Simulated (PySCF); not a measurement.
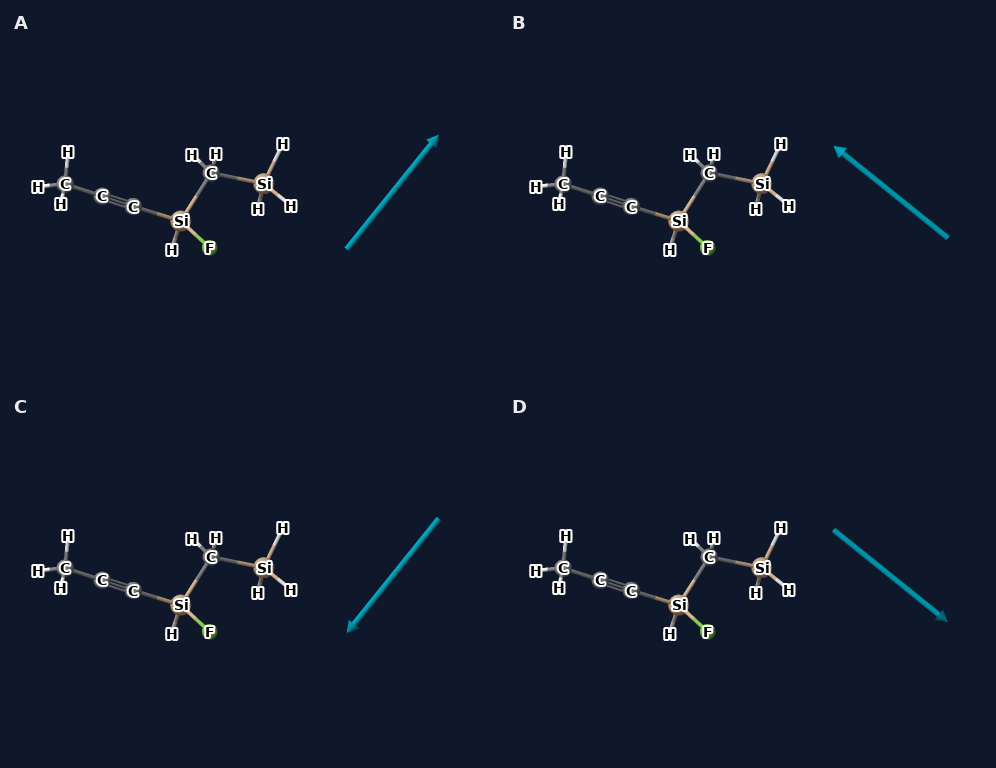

The same molecule four times, each with an arrow. Computed geometry: GFN2-xTB optimisation. No frequency run is at hand to confirm it as a minimum. Level of theory: PBE0/pcSseg-1, gas phase (PySCF 2.14.0).

**Which arrow points along the dipole moment, from the negative to the positive end?**

B. The dipole moment is 3.01 D.

The geometry is semi-empirical. Around Si such bond lengths and angles can be off by a tenth of an ångström or more and by several degrees, and values that hang on the shape move with them.
